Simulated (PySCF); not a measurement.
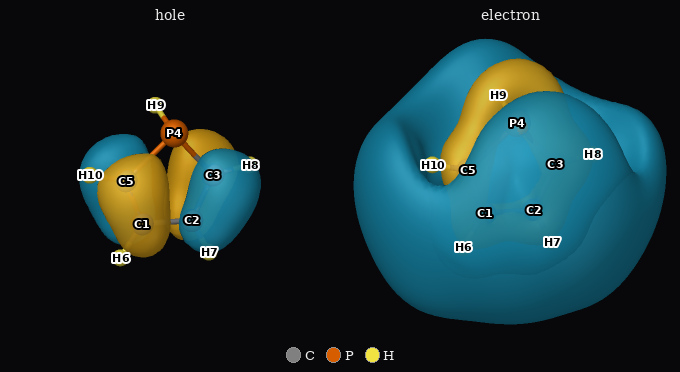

*C4H5P, SMILES `c1cc[pH]c1`. Leading natural transition orbital pair of S₃ (TDHF singlet states); the surfaces enclose about 78 % of each orbital's density.*

Level of theory: HF/def2-SVPD (PySCF), at a geometry from GFN2-xTB. No frequency check shows the geometry to be a minimum. GFN2-xTB bond lengths at metals and heavier atoms can be off by up to 0.1 Å and shapes distorted, which carries into these values.

> Where does the state lie, and where do hole and electron sit?

6.89 eV (180 nm), f = 0.003, diffuse (Rydberg-like) orbital; the leading pair carries 97 %; hole on C3 and C5 (27 % each), C1 and C2 (16 % each) and P4 (6 %), electron on P4 (19 %), C1, C2, C3 and C5 (12 % each) and H6, H7 and H9 (7 % each) (atom shares of so diffuse an orbital are rough); their centroids lie 0.1 Å apart. In canonical orbitals it is mainly HOMO → LUMO+1 (84 %). The HOMO–LUMO gap is 11.19 eV.

The PySCF run took 3.7 min on 1 thread of Intel(R) Xeon(R) Platinum 8375C CPU @ 2.90GHz (Ice Lake) (shared host), peak memory 0.41 GiB.
